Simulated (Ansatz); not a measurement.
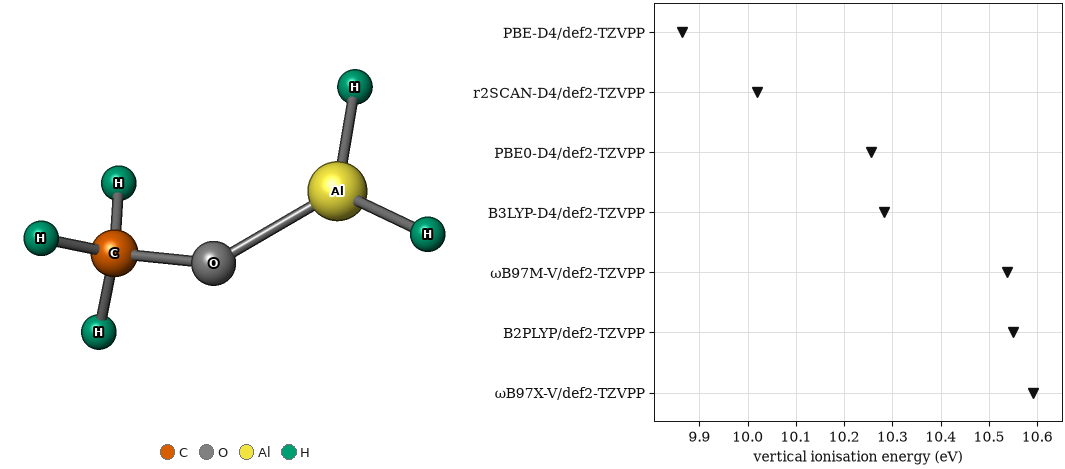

Vertical ionisation energy of CH₅AlO, SMILES C[O][AlH2], singlet, taken as the energy of the cation less that of the neutral at fixed geometry (unrestricted doublet cation, cores frozen in correlated methods, no spin-orbit coupling), the Ansatz code, at a PBE0-D4/def2-TZVP geometry (a minimum by its frequencies).

### What range do the values span?

From 9.86 eV (PBE-D4/def2-TZVPP) to 10.59 eV (ωB97X-V/def2-TZVPP).

### Give the values.

```tsv
level	eV
PBE-D4/def2-TZVPP	9.86
r2SCAN-D4/def2-TZVPP	10.02
PBE0-D4/def2-TZVPP	10.26
B3LYP-D4/def2-TZVPP	10.28
ωB97M-V/def2-TZVPP	10.54
B2PLYP/def2-TZVPP	10.55
ωB97X-V/def2-TZVPP	10.59
```
